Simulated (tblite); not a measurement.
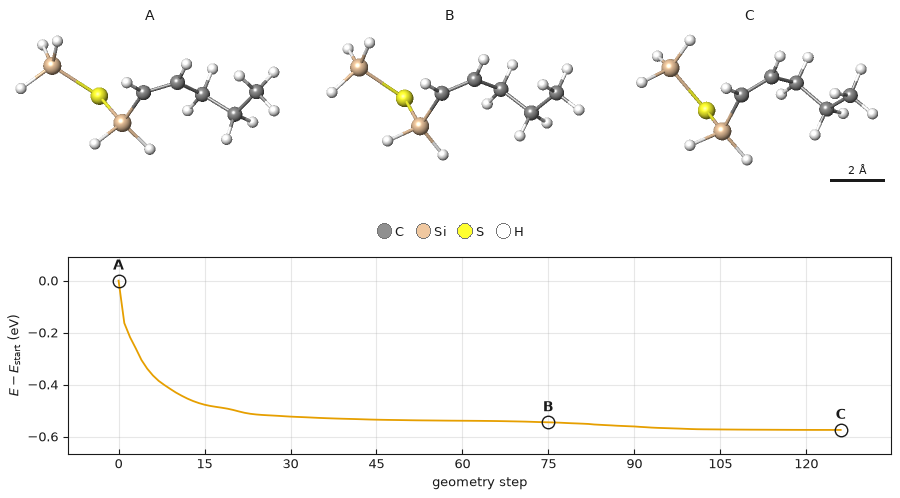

Frames of a relaxation of C$_{5}$H$_{14}$SSi$_{2}$, marked on the history of the run. The picture is a ball-and-stick view, seen at a tilt.

Level of theory: GFN2-xTB geometry optimisation, gas phase (tblite 0.8.0). 

Q: Describe the path.

A: An H atom moves most after the best rigid fit: 1.28 Å. Largest moves by element: H 1.28 Å, Si 0.68 Å, S 0.60 Å, C 0.49 Å. Some distances before and after: C–H 1.136 → 1.088 Å, C–Si 1.835 → 1.879 Å, S–Si 2.136 → 2.167 Å, C–C 1.492 → 1.524 Å. Bond angles that change, for instance: S–Si–H 112.5° → 101.9°, Si–S–Si 113.8° → 103.5°, C–Si–H 106.6° → 115.5°. Groups turn about C–C by about 25°, C–C by about 25°, C–Si by about 25°. After 126 geometry steps the energy has fallen by 0.574 eV. The run took 2.5 s on 1 thread of Arm Neoverse N1, with other jobs on the host. From step 0 to 75: an H atom moves most (0.50 Å), energy −0.545 eV. From step 75 to 126: an H atom moves most (0.86 Å), energy −0.029 eV.

```json
{"step": "0", "E − E(0), eV": "0.0000"}
{"step": "1", "E − E(0), eV": "-0.1634"}
{"step": "2", "E − E(0), eV": "-0.2177"}
{"step": "3", "E − E(0), eV": "-0.2605"}
{"step": "4", "E − E(0), eV": "-0.3056"}
{"step": "5", "E − E(0), eV": "-0.3388"}
{"step": "6", "E − E(0), eV": "-0.3649"}
{"step": "7", "E − E(0), eV": "-0.3857"}
{"step": "8", "E − E(0), eV": "-0.4017"}
{"step": "9", "E − E(0), eV": "-0.4164"}
{"step": "10", "E − E(0), eV": "-0.4305"}
{"step": "16", "E − E(0), eV": "-0.4821"}
{"step": "22", "E − E(0), eV": "-0.5085"}
{"step": "28", "E − E(0), eV": "-0.5204"}
{"step": "34", "E − E(0), eV": "-0.5271"}
{"step": "41", "E − E(0), eV": "-0.5324"}
{"step": "47", "E − E(0), eV": "-0.5358"}
{"step": "53", "E − E(0), eV": "-0.5377"}
{"step": "59", "E − E(0), eV": "-0.5389"}
{"step": "65", "E − E(0), eV": "-0.5400"}
{"step": "71", "E − E(0), eV": "-0.5424"}
{"step": "77", "E − E(0), eV": "-0.5465"}
{"step": "83", "E − E(0), eV": "-0.5535"}
{"step": "89", "E − E(0), eV": "-0.5602"}
{"step": "95", "E − E(0), eV": "-0.5671"}
{"step": "102", "E − E(0), eV": "-0.5719"}
{"step": "108", "E − E(0), eV": "-0.5731"}
{"step": "114", "E − E(0), eV": "-0.5737"}
{"step": "120", "E − E(0), eV": "-0.5742"}
{"step": "126", "E − E(0), eV": "-0.5744"}
```
